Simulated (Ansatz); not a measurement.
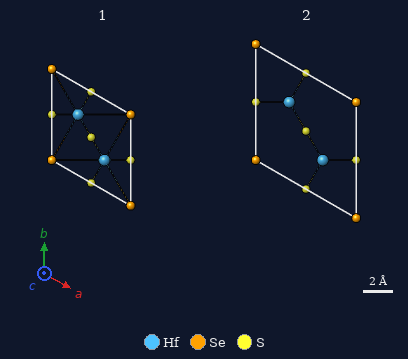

Two geometries of a crystal of Hf2SeS3 (a generated structure, set up in P6/mmm) (coarse preliminary run), drawn at one scale. One is the start of a relaxation, the other its converged end. A ball-and-stick model of the cell of the calculation, seen along the c axis.

The calculation used Ansatz 0.2.0, DFT PBE, scalar-relativistic, plane waves, PAW. Set-up: plane-wave cutoff 420 eV; k-point mesh 3 × 3 × 4; occupations gaussian; smearing width 0.1 eV; no spin polarisation; cell and atoms relaxed; force threshold 0.04 eV/Å; at most 70 steps.

Which of the two is the end point?

Answer. Structure 2 is the relaxed one. After 10 accepted moves (12 points after the start) the energy has fallen by 23.799 eV per cell of the calculation. All forces vanish by symmetry, so only the cell relaxes. Pressure: 81.91 GPa at the start and −0.03 GPa at the end. The SCF was repeated twice at an unchanged geometry on a basis and grid sized afresh for the cell, which shifted the energy by 0.299 eV per cell of the calculation at most. No atom moves by more than 0.005 Å relative to the cell. The drawn cell changes as follows: a = b 6.428 → 8.182 Å (+27.3 %), c 4.075 → 3.437 Å (−15.7 %); the volume changes by +36.7 %. Among the contacts that change: Hf–Se 4.234 → 5.027 Å, Hf–Hf 4.075 → 3.437 Å, Hf–S 1.856 → 2.362 Å. The space group stays P6/mmm (No. 191). The run took 71 s on 1 thread of AMD EPYC 7R43 64-Core Processor (Zen 3) (shared host), peak memory 0.57 GiB.

Limits of the set-up: the k-point mesh is coarse for a cell with partly filled bands.
